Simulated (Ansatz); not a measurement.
# BClF$_{2}$···H$_{2}$O: what the fields show

Input

```
crystal:
  periodic: [false, false, false]
  atoms:
    - {symbol: B, position_ang: [0.048526, -0.662083, 0.247801]}
    - {symbol: Cl, position_ang: [1.828172, -0.648144, -0.174996]}
    - {symbol: F, position_ang: [-0.749214, -1.283324, -0.647147]}
    - {symbol: F, position_ang: [-0.223728, -0.869191, 1.539066]}
    - {symbol: H, position_ang: [0.415345, 1.476343, -0.147232]}
    - {symbol: O, position_ang: [-0.397917, 0.972676, -0.002902]}
    - {symbol: H, position_ang: [-0.921183, 1.013623, -0.814592]}
basis:
  gaussian: {orbitals: def2-TZVPP}
hamiltonian: {xc: pbe0, dispersion: d4}
output: {orbitals: {seedname: orbitals}}
```

Launched as:

```sh
ansatz run in.yaml --threads 4 --pin off --events-out ev --progress --plain --max-ram 9574MiB
```

The reactant side of a reaction path; geometry: PBE0-D4/def2-TZVP.

Method: RKS PBE0-D4/def2-TZVPP (Ansatz).

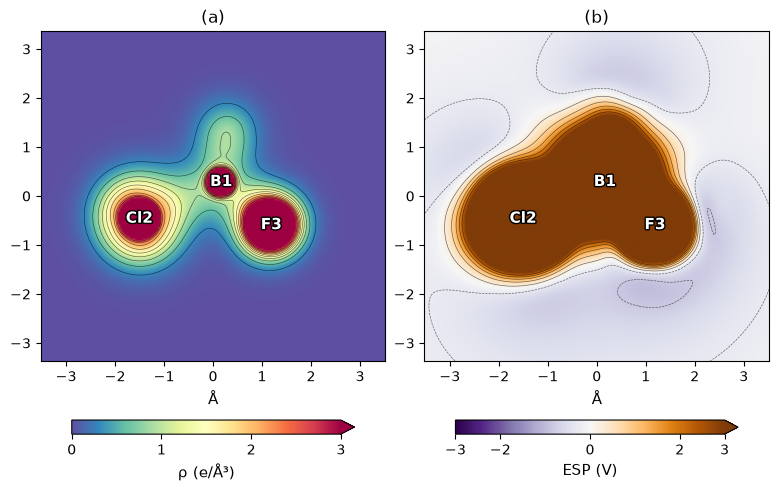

Figure 1. (a) total electron density; (b) molecular electrostatic potential on the plane of atoms Cl2, B1 and F3.

Question: Read the bonding off the picture.

Answer: The plane passes through B, Cl and F nuclei.
B–F (1.35 Å): the density is about 2.1 e/Å³ at the midpoint.
B–Cl (1.83 Å): ρ at the midpoint is about 1.2 e/Å³.
Outside the dense part of the complex the potential is most negative (−1.0 V) near F3.

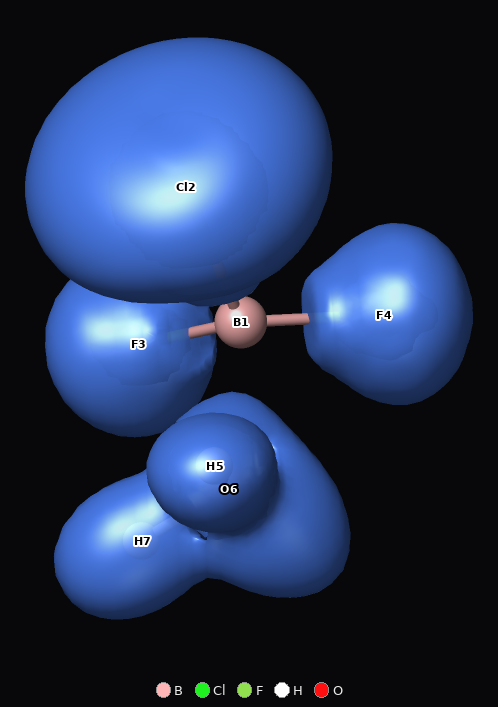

Figure 2. Isosurface of the ELF at 0.75 (blue), seen at an oblique angle. Only the valence region is drawn (cores and ρ < 0.01 e/Å³ removed).

Question: Describe the localisation domains.

Answer: At this value the surface marks out one region on Cl in which the atom's valence shell and bonds are merged, two regions on F in which the atom's valence shell and bonds are merged and one joined region spread over several atoms (H, O), in which their bonds and any lone pairs are merged. Along the contacts the grid gives the following. B1···O6 (1.71 Å): the ELF peaks at about 0.90 between the atoms. B–F (1.34 Å): the ELF peaks at about 0.85 between the atoms (a polar covalent bond).

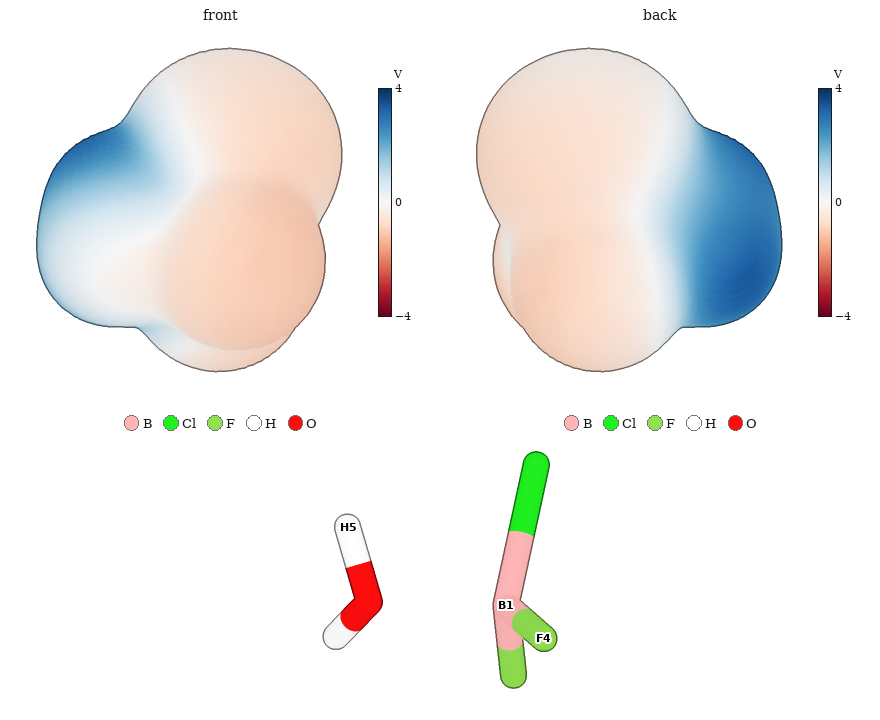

Figure 3. The molecular electrostatic potential painted on the density surface at 0.001 e/bohr³, seen from the front and from behind; red is negative and blue positive. The bare structure is drawn below in the same view.

Question: Describe the electrostatic potential map.

Answer: The most negative region (about −1.0 V, or −23 kcal/mol for a unit charge) lies over F4, the most positive (about +3.3 V, or +76 kcal/mol for a unit charge) over H7.
